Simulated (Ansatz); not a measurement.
Start from CaO in the rock salt structure (space group Fm-3m, No. 225; a = 4.831 Å).

It is then changed as follows: an isotropic linear strain of +2.77 %; the atoms relax in the strained cell.

Method: PBE/PAW in Ansatz (a quantum-chemistry and plane-wave program), no spin-orbit coupling, earlier PAW set.

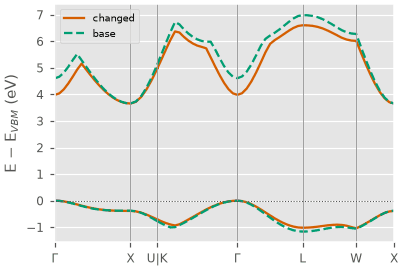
Figure. Highest valence and lowest conduction band along the path, each from its own valence-band maximum

The gap is 3.66 eV, indirect, Γ → X; the base has 3.66 eV.

Whether these cells are dynamically stable was not tested.
